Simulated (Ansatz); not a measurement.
Electronic density of states of amorphous In24O39Y2, density 6.40 g/cm³, on a 2×2×2 Γ-centred mesh with a Gaussian width of 0.1 eV; energies count from the Fermi level, whose place inside the gap is arbitrary. Cell and mesh are small, so fine structure isn't converged. The numbers are results of PBE, scalar-relativistic without spin-orbit coupling (plane waves to 420 eV, PAW; Ansatz, a quantum-chemistry and plane-wave program), not measurements. Sampling: a 2×2×2 Γ-centred mesh; Fermi-Dirac width 0.02 eV; no spin polarisation. At PBE the levels at the filled edge of the gap are localised (band-tail or defect states).

Preparation: random packing, a CHGNet melt and quench, and a DFT relaxation. O atoms were pushed apart under 1.9 Å during the dynamics, to hinder bonds among them. The hot cell started wider than the set density and was brought back towards it in steps. It is the lowest in DFT energy of 2 quenches. It is a model cell: composition and starting density were chosen by hand, and all elements were melted together. No dispersion term was used. Its density started from a set value of 6.39 and ended at 6.40 g/cm³. The simulated quench (nominally 280 K/ps over its main leg) is rapid and tends to freeze in more defects than a deposited or slowly cooled glass has. Values belong to this one cell and scatter from quench to quench. Volume and shape were free in the relaxation.

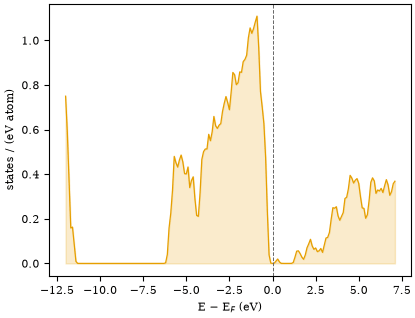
*Density of states per atom*

The level gap on this mesh is 0.59 eV; the broadening fills part of it in the curve.
